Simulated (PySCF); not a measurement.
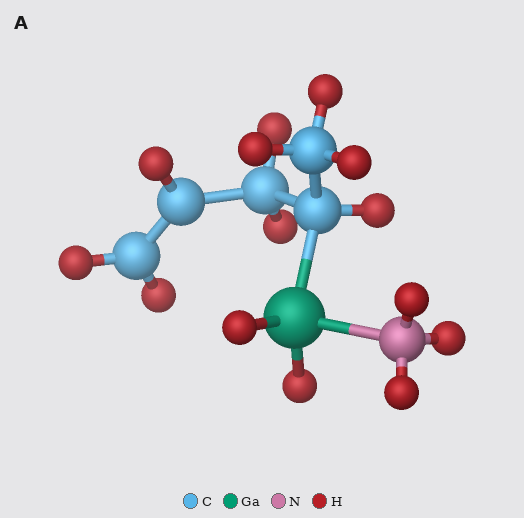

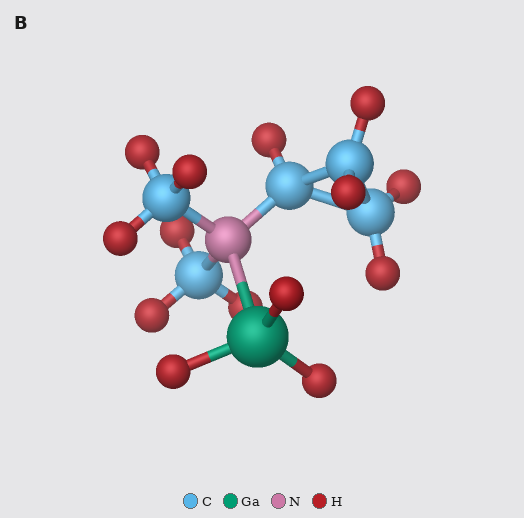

2 stationary structures of one formula. Geometries: PBE0-D3(BJ)/def2-SVP. Electronic energies: PBE0-D3(BJ)/def2-SVP (PySCF 2.14.0), without zero-point energy. No frequency run is at hand to confirm each as a minimum. Each is one conformer, not always the lowest.

How are they related?

Answer. They are constitutional isomers of C5H14GaN: A `C=CC[C@@H](C)[GaH2-][NH3+]`, B `C[N+](C)([GaH3-])C1CC1`.

Which structure is the most stable?

Answer. A is lowest; B lies 0.679 eV above it.
